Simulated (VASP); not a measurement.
# A VASP study of Cs2AgBiBr6 (PBE + D3): structure first, properties next, part 3 of 5

Aim: relax Cs2AgBiBr6, then compute properties on the relaxed cell. The atoms of the start are displaced at random from the sites of a Fm-3m cell.

VASP 6.6.1; PBE with D3; plane waves and PAW (Bi_d, Cs_sv, Ag, Br).

So far, gap on the k-mesh (eV): step 2 (full relaxation (PBE + D3)) 1.28; step 3 (cell volume +3.4 %) 1.28.

### Step 5. Band structure (PBE + D3)

The mesh alone shows little of the dispersion and can miss band extrema, so KPOINTS_OPT adds a path through the symmetry points after the self-consistent cycle.

The input, INCAR:

```
SYSTEM = Cs2AgBiBr6
PREC = Accurate
ENCUT = 400
EDIFF = 1E-06
NELM = 100
ISMEAR = 0
SIGMA = 0.05
LREAL = .FALSE.
ALGO = Normal
GGA = PE
IVDW = 11
NBANDS = 67
LORBIT = 11
LWAVE = .FALSE.
LCHARG = .FALSE.
KPAR = 4
```

The input, POSCAR:

```
Cs2AgBiBr6
1.0
    6.9566224360     -4.0159316505      0.0010697157
    6.9566224360      4.0159316505      0.0010697157
   -4.6380196484      0.0000000000      6.5605620116
Bi Cs Ag Br
1 2 1 6
Direct
    0.9997685454      0.0002314536      0.5000000000
    0.2496505169      0.2503950894      0.2498674008
    0.7496049106      0.7503494831      0.7501325992
    0.4999597359      0.5000402641      0.0000000000
    0.2530611644      0.7482601467      0.2491134941
    0.7467162768      0.2515931231      0.7511691368
    0.7470213021      0.7487232694      0.2470920994
    0.7484068769      0.2532837232      0.2488308632
    0.2512767306      0.2529786979      0.7529079006
    0.2517398533      0.7469388356      0.7508865059
```

The input, KPOINTS:

```
Automatic mesh
0
Gamma
4 4 4
0 0 0
```

The input, KPOINTS_OPT:

```
Line mode
12
Line-mode
Reciprocal
  0.00000000   0.00000000   0.00000000 GAMMA
  0.99929865   0.99929865   0.00084032 Y

  0.99929865   0.99929865   0.00084032 Y
  0.49890098   0.49890098   0.50131920 F

  0.49890098   0.49890098   0.50131920 F
  0.50000000   0.50000000   0.50000000 L

  0.50000000   0.50000000   0.50000000 L
  0.49978023   0.50021977   0.50000000 I

 -0.49978023   0.49978023  -0.50000000 I1
  0.00000000   0.00000000  -0.50000000 Z

  0.00000000   0.00000000  -0.50000000 Z
  1.49969632   1.49969632  -1.49963855 H

  1.49969632   1.49969632  -1.49963855 H
  0.50109902   0.50109902   0.49868080 F1

 -1.49969632  -0.49969632   1.49963855 H1
 -0.99929865   0.00070135   0.99915968 Y1

 -0.99929865   0.00070135   0.99915968 Y1
 -0.50000000   0.50000000   0.00000000 X

 -0.50000000   0.50000000   0.00000000 X
  0.00000000   0.00000000   0.00000000 GAMMA

  0.00000000   0.00000000   0.00000000 GAMMA
  0.00000000   0.50000000   0.50000000 N

  0.00000000   0.50000000   0.00000000 M
  0.00000000   0.00000000   0.00000000 GAMMA
```

PAW data sets: Bi_d, Cs_sv, Ag and Br (PBE family, release 64).

On the command line:

```console
mpirun -np 4 vasp_std
```

The program printed:

```text
[... set-up lines as in an earlier step ...]
 entering main loop
       N       E                     dE             d eps       ncg     rms          rms(c)
DAV:   1     0.605806828446E+03    0.60581E+03   -0.31545E+04  3344   0.924E+02
DAV:   2     0.343131964542E+02   -0.57149E+03   -0.54363E+03  3885   0.227E+02
DAV:   3    -0.292333846926E+02   -0.63547E+02   -0.63006E+02  3981   0.897E+01
DAV:   4    -0.309456510139E+02   -0.17123E+01   -0.17086E+01  3952   0.179E+01
DAV:   5    -0.309856487639E+02   -0.39998E-01   -0.39984E-01  4416   0.251E+00    0.773E+00
DAV:   6    -0.296519590451E+02    0.13337E+01   -0.17436E+00  4341   0.716E+00    0.513E+00
DAV:   7    -0.295769263611E+02    0.75033E-01   -0.10733E+00  3976   0.324E+00    0.238E+00
DAV:   8    -0.295828504134E+02   -0.59241E-02   -0.92471E-02  3805   0.130E+00    0.610E-01
DAV:   9    -0.295845709051E+02   -0.17205E-02   -0.90427E-03  3840   0.469E-01    0.135E-01
DAV:  10    -0.295854057326E+02   -0.83483E-03   -0.17605E-03  3938   0.131E-01    0.916E-02
DAV:  11    -0.295857228433E+02   -0.31711E-03   -0.36836E-04  3904   0.756E-02    0.186E-02
DAV:  12    -0.295857331802E+02   -0.10337E-04   -0.31647E-05  3996   0.228E-02    0.131E-02
DAV:  13    -0.295857378508E+02   -0.46706E-05   -0.26127E-05  3640   0.138E-02    0.995E-03
DAV:  14    -0.295857367031E+02    0.11477E-05   -0.41651E-06  3818   0.573E-03    0.171E-03
DAV:  15    -0.295857367831E+02   -0.80088E-07   -0.32699E-07  2504   0.227E-03
   1 F= -.32299765E+02 E0= -.32299765E+02  d E =-.175741E-19
 Start KPOINTS_OPT (optional k-point list driver)
k-point batch [1-24\144]
       N       E                     dE             ncg
DAV:   1     0.601739440512E+03   -0.13952E+05     3408
DAV:   2    -0.129905650885E+05   -0.13592E+05     3876
DAV:   3    -0.144914504285E+05   -0.15009E+04     3882
DAV:   4    -0.145306676048E+05   -0.39217E+02     3845
DAV:   5    -0.145316108321E+05   -0.94323E+00     4463
DAV:   6    -0.145316315251E+05   -0.20693E-01     3989
DAV:   7    -0.145316325651E+05   -0.10400E-02     4656
DAV:   8    -0.145316325939E+05   -0.28814E-04     3613
DAV:   9    -0.145316325945E+05   -0.57782E-06     2608
[...]
k-point batch [121-144\144]
       N       E                     dE             ncg
DAV:   1     0.554711791090E+03   -0.17516E+05     3392
DAV:   2    -0.130259282737E+05   -0.13581E+05     3893
DAV:   3    -0.145001873087E+05   -0.14743E+04     3877
DAV:   4    -0.145384669488E+05   -0.38280E+02     3848
DAV:   5    -0.145393837778E+05   -0.91683E+00     4514
DAV:   6    -0.145394041766E+05   -0.20399E-01     3992
DAV:   7    -0.145394052824E+05   -0.11058E-02     4744
DAV:   8    -0.145394053073E+05   -0.24889E-04     3592
DAV:   9    -0.145394053076E+05   -0.30474E-06     2704
```

Elapsed: 14 min, on 4 MPI ranks of AMD EPYC 7R43, shared host; peak memory 3.1 GiB; 55 min of CPU time.

From OUTCAR (step 5):

```text
   k-points           NKPTS =     24   k-points in BZ     NKDIM =     24   number of bands    NBANDS=     67

   NELECT =      86.0000    total number of electrons

 E-fermi :   1.3895

 k-point     1 :       0.0000    0.0000    0.0000
  band No.  band energies     occupation
    ...
     39      -0.0143      2.00000
     40      -0.0141      2.00000
     41      -0.0140      2.00000
     42       0.4865      2.00000
     43       0.4866      2.00000
     44       3.3493      0.00000
     45       3.3581      0.00000
     46       3.3632      0.00000
     47       4.7550      0.00000
     48       5.7501      0.00000
    ...

 Edisp (eV)   -2.71403

  Total      -0.05172    -0.04097    -0.04920     0.00000     0.00000    -0.01005
  in kB      -0.22602    -0.17904    -0.21503     0.00000     0.00000    -0.04390
  external pressure =       -0.21 kB  Pullay stress =        0.00 kB

 POSITION                                       TOTAL-FORCE (eV/Angst)
 -----------------------------------------------------------------------------------
      4.63761     -4.01407      3.28135         0.000000     -0.000532     -0.000000
      2.31974      0.00299      1.63981        -0.002152     -0.000821     -0.002201
      6.95549      0.00299      4.92290         0.002152     -0.000821      0.002201
      6.95662      0.00032      0.00107        -0.000000      0.003249      0.000000
      5.81042      1.98869      1.63540         0.000191      0.006768     -0.005500
      3.46092     -1.98838      4.92916         0.003424     -0.004195      0.003046
      9.25931      0.00683      1.62266         0.005515     -0.003111      0.000732
      5.81430     -1.98838      1.63354        -0.003424     -0.004195     -0.003046
      0.01591      0.00683      4.94004        -0.005515     -0.003111     -0.000732
      3.46480      1.98869      4.92731        -0.000191      0.006768      0.005500
 -----------------------------------------------------------------------------------
    total drift:                                0.000008     -0.000140      0.000000

  FREE ENERGIE OF THE ION-ELECTRON SYSTEM (eV)
  ---------------------------------------------------
  free  energy   TOTEN  =       -32.2997651300 eV

  energy  without entropy=      -32.2997651300  energy(sigma->0) =      -32.29976513

[... 8 parts as in an earlier step ...]

[... 8 further parts left out ...]
```

Within 0.02 Å the cell has space group Fm-3m; at a tight tolerance a small distortion makes it C2. Spin-orbit coupling is off here; with elements this heavy it splits and shifts levels by tenths of an eV or more. The path was typed for another setting of this lattice: F, F1, H, H1, I, I1, L, N, X, Y and Y1 lie outside the first zone, so these labels don't mark the standard points and true extrema may be missed.

Numbers from this step:

| Property | Result |
| --- | --- |
| bands | 67 |
| Fermi energy | 1.389 eV |
| pressure | -0.02067 GPa |
| least gap on mesh and path | 1.284 eV |
| least direct gap on mesh and path | 2.303 eV |
| least direct gap at k | -0.4089, 0.4089, -0.5 |

The electronic bands at the labelled points (eV, zero at the valence-band top; v1 is the highest filled band, c1 the lowest empty one):

| point | v4 | v3 | v2 | v1 | c1 | c2 | c3 | c4 |
| --- | --- | --- | --- | --- | --- | --- | --- | --- |
| Γ | -1.09 | -1.09 | -0.59 | -0.59 | 2.27 | 2.28 | 2.29 | 3.68 |
| Y | -1.09 | -1.09 | -0.59 | -0.59 | 2.27 | 2.28 | 2.29 | 3.68 |
| F | -1.39 | -1.35 | -1.14 | -1.13 | 1.28 | 3.56 | 3.57 | 5.01 |
| L | -1.39 | -1.35 | -1.14 | -1.13 | 1.28 | 3.56 | 3.57 | 5.01 |
| I | -1.39 | -1.35 | -1.14 | -1.13 | 1.28 | 3.56 | 3.57 | 5.01 |
| jump to I1 | -1.39 | -1.35 | -1.14 | -1.13 | 1.28 | 3.56 | 3.57 | 5.01 |
| Z | -1.39 | -1.36 | -1.14 | -1.14 | 1.29 | 3.57 | 3.57 | 5.01 |
| H | -1.39 | -1.35 | -1.14 | -1.13 | 1.28 | 3.56 | 3.57 | 5.01 |
| F1 | -1.39 | -1.35 | -1.14 | -1.13 | 1.28 | 3.56 | 3.57 | 5.01 |
| jump to H1 | -1.39 | -1.35 | -1.14 | -1.13 | 1.28 | 3.56 | 3.57 | 5.01 |
| Y1 | -1.09 | -1.09 | -0.59 | -0.59 | 2.27 | 2.28 | 2.29 | 3.68 |
| X | -1.44 | -1.11 | -0.60 | 0.00 | 2.73 | 2.74 | 3.07 | 4.38 |
| Γ | -1.09 | -1.09 | -0.59 | -0.59 | 2.27 | 2.28 | 2.29 | 3.68 |
| N | -1.44 | -1.11 | -0.60 | 0.00 | 2.73 | 2.74 | 3.07 | 4.38 |
| jump to M | -1.39 | -1.35 | -1.14 | -1.13 | 1.28 | 3.56 | 3.57 | 5.01 |
| Γ | -1.09 | -1.09 | -0.59 | -0.59 | 2.27 | 2.28 | 2.29 | 3.68 |

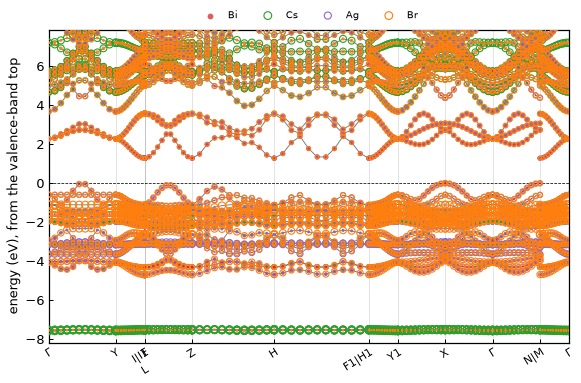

Electronic bands along the path; dots are coloured as in the legend, and their area grows with the weight.

The path finds the gap of the mesh within 0.02 eV, so the mesh comes close to both band edges.

### Step 6. Total and projected DOS (PBE + D3)

A density of states needs more k-points than a total energy; ISMEAR = -5 takes tetrahedra, and LORBIT projects the states on the PAW spheres. The mesh is finer than in the run before.

Changes to INCAR since step 5:

```diff
@@ -5,3 +5,3 @@
 NELM = 100
-ISMEAR = 0
+ISMEAR = -5
 SIGMA = 0.05
@@ -16 +16,2 @@
 KPAR = 4
+NEDOS = 2001
```

POSCAR is that of step 5.

The input, KPOINTS:

```
Automatic mesh
0
Gamma
6 6 6
0 0 0
```

On the command line:

```console
mpirun -np 4 vasp_std
```

The program printed:

```text
[... set-up lines as in an earlier step ...]
 entering main loop
       N       E                     dE             d eps       ncg     rms          rms(c)
DAV:   1     0.604149828366E+03    0.60415E+03   -0.31550E+04  9528   0.923E+02
DAV:   2     0.337827580721E+02   -0.57037E+03   -0.54267E+03 10969   0.226E+02
DAV:   3    -0.292661217506E+02   -0.63049E+02   -0.62519E+02 11218   0.893E+01
DAV:   4    -0.309460002542E+02   -0.16799E+01   -0.16761E+01 11176   0.177E+01
DAV:   5    -0.309864936653E+02   -0.40493E-01   -0.40481E-01 12576   0.249E+00    0.773E+00
DAV:   6    -0.296528909741E+02    0.13336E+01   -0.17448E+00 12332   0.722E+00    0.513E+00
DAV:   7    -0.295785515259E+02    0.74339E-01   -0.10788E+00 11256   0.329E+00    0.238E+00
DAV:   8    -0.295844662196E+02   -0.59147E-02   -0.93328E-02 10812   0.131E+00    0.612E-01
DAV:   9    -0.295861504966E+02   -0.16843E-02   -0.91433E-03 11096   0.475E-01    0.136E-01
DAV:  10    -0.295869835059E+02   -0.83301E-03   -0.17695E-03 10881   0.131E-01    0.915E-02
DAV:  11    -0.295873015057E+02   -0.31800E-03   -0.37523E-04 11200   0.777E-02    0.184E-02
DAV:  12    -0.295873107918E+02   -0.92862E-05   -0.32579E-05 11580   0.237E-02    0.130E-02
DAV:  13    -0.295873154619E+02   -0.46701E-05   -0.25935E-05 10330   0.141E-02    0.965E-03
DAV:  14    -0.295873144127E+02    0.10493E-05   -0.39390E-06 10613   0.549E-03    0.165E-03
DAV:  15    -0.295873144916E+02   -0.78948E-07   -0.30547E-07  7072   0.218E-03
   1 F= -.32301343E+02 E0= -.32301343E+02  d E =0.000000E+00
```

Elapsed: 10 min, on 4 MPI ranks; peak memory 4.2 GiB.

From OUTCAR (step 6):

```text
   k-points           NKPTS =     68   k-points in BZ     NKDIM =     68   number of bands    NBANDS=     67

   NELECT =      86.0000    total number of electrons

 E-fermi :   1.0865

 k-point     1 :       0.0000    0.0000    0.0000
  band No.  band energies     occupation
    ...
     39      -0.0146      2.00000
     40      -0.0143      2.00000
     41      -0.0143      2.00000
     42       0.4859      2.00000
     43       0.4859      2.00000
     44       3.3497      0.00000
     45       3.3584      0.00000
     46       3.3636      0.00000
     47       4.7549      0.00000
     48       5.7500      0.00000
    ...

 Edisp (eV)   -2.71403

  Total      -0.05851    -0.04774    -0.05584     0.00000     0.00000    -0.01006
  in kB      -0.25569    -0.20865    -0.24405     0.00000     0.00000    -0.04396
  external pressure =       -0.24 kB  Pullay stress =        0.00 kB

 POSITION                                       TOTAL-FORCE (eV/Angst)
 -----------------------------------------------------------------------------------
      4.63761     -4.01407      3.28135         0.000000     -0.000529      0.000000
      2.31974      0.00299      1.63981        -0.002152     -0.000820     -0.002201
      6.95549      0.00299      4.92290         0.002152     -0.000820      0.002201
      6.95662      0.00032      0.00107         0.000000      0.003262      0.000000
      5.81042      1.98869      1.63540         0.000856      0.005614     -0.006457
      3.46092     -1.98838      4.92916         0.002774     -0.003030      0.003994
      9.25931      0.00683      1.62266         0.004165     -0.003131     -0.000196
      5.81430     -1.98838      1.63354        -0.002774     -0.003030     -0.003994
      0.01591      0.00683      4.94004        -0.004165     -0.003131      0.000196
      3.46480      1.98869      4.92731        -0.000856      0.005614      0.006457
 -----------------------------------------------------------------------------------
    total drift:                                0.000008     -0.000143      0.000000

  FREE ENERGIE OF THE ION-ELECTRON SYSTEM (eV)
  ---------------------------------------------------
  free  energy   TOTEN  =       -32.3013428385 eV

  energy  without entropy=      -32.3013428385  energy(sigma->0) =      -32.30134284

[... 6 parts as in an earlier step ...]

[... 10 further parts left out ...]
```

This step gave:

```
irreducible k-points           : 68
Fermi energy                   : 1.087 eV
pressure                       : -0.02361 GPa
least direct gap at k          : 0.5, 0, 0.1667
gap on the k-mesh              : 1.284 eV
least direct gap on the k-mesh : 2.346 eV
```

The density of states has structure finer than the step of the table below, so its rows give means over 1 eV, whole bins alone (the curve runs from -12.0 to 5.23 eV). Peaks (eV: height): total -7.5: 104, -3.1: 37.3, -2.0: 28.1, -1.7: 34.4; Br p -4.1: 4.71, -3.1: 7.28, -2.0: 12.5, -1.6: 18.8; Ag d -3.1: 20.4, -2.1: 4.67, -1.7: 3.88, -1.4: 4.44; Bi p -4.5: 0.800, -4.1: 1.37, 2.0: 0.936, 3.0: 1.77; Br s -10.3: 2.12.

States under -12.0 eV and over 5.2 eV are left out. The density of states by energy, zero at the valence-band top; means over each step; values in states/eV/cell:

| energy (eV) | total | Br p | Ag d | Bi p | Br s | Bi s | Cs p |
| --- | --- | --- | --- | --- | --- | --- | --- |
| -11 | 0 | 0 | 0 | 0 | 0 | 0 | 0 |
| -10 | 2.00 | 0.0844 | 0.00435 | 7.2e-6 | 0.244 | 1.26 | 4.8e-4 |
| -9 | 0 | 0 | 0 | 0 | 0 | 0 | 0 |
| -8 | 7.35 | 0.0199 | 5.9e-4 | 2.7e-4 | 0.0104 | 0 | 5.64 |
| -7 | 4.62 | 0.00839 | 2.7e-4 | 2.2e-4 | 0.00621 | 0 | 3.57 |
| -6 | 0 | 0 | 0 | 0 | 0 | 0 | 0 |
| -5 | 0.795 | 0.295 | 0.0300 | 0.0714 | 0.00141 | 7.0e-4 | 8.4e-4 |
| -4 | 5.75 | 2.00 | 0.943 | 0.513 | 0.0208 | 0.00440 | 0.0140 |
| -3 | 11.2 | 3.05 | 4.57 | 0.0860 | 0.0344 | 0.0735 | 0.0484 |
| -2 | 17.3 | 8.32 | 2.22 | 0.102 | 0.0458 | 0.0385 | 0.110 |
| -1 | 10.1 | 5.31 | 1.33 | 0.109 | 0.0250 | 0.0635 | 0.0216 |
| 0 | 0.760 | 0.330 | 0.192 | 0.0119 | 0.00331 | 0.0502 | 4.3e-4 |
| 1 | 0.0424 | 0.00309 | 2.9e-4 | 0.0123 | 0.00215 | 6.6e-5 | 0 |
| 2 | 1.94 | 0.248 | 0.0218 | 0.554 | 0.0833 | 0.00479 | 3.0e-4 |
| 3 | 3.88 | 0.860 | 0.0877 | 1.30 | 0.0943 | 0.00296 | 2.4e-4 |
| 4 | 0.432 | 0.0493 | 0.00543 | 0.0471 | 0.0217 | 0.00160 | 0.00231 |

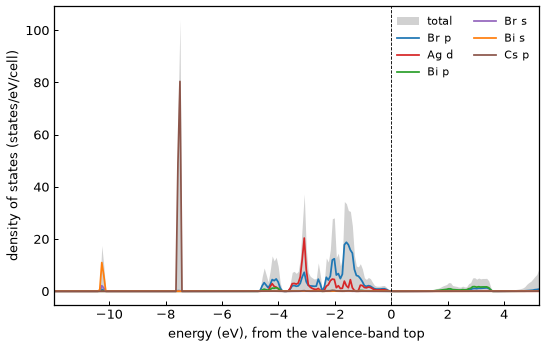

Density of states, plotted against energy.

The gap on this mesh is 1.28 eV. In the top eV of the valence band the largest shares in the PAW spheres are Br p 42 % and Ag d 28 %. The rest lies in smaller channels or between the spheres.

(Part 3 of 5 ends here.)

[Lines on the potential files, build, host, timing and source positions are cut from VASP's logs without a mark.]

[Logs are printed without paths, hosts, clocks, repeated set-up lines and the standing remarks that a program may print on its own settings, such as how far it seeks lower states.]

[Hosts, paths, dates, database ids (printed as entryN), source tags and the programs' standing remarks are cut or masked in the printed files.]

[A measured line is paired with the nearest computed mode of its activity, which favours agreement.]

[In band tables of VASP the shares of atoms and orbitals are scaled to a sum of 1 inside the atoms' spheres.]
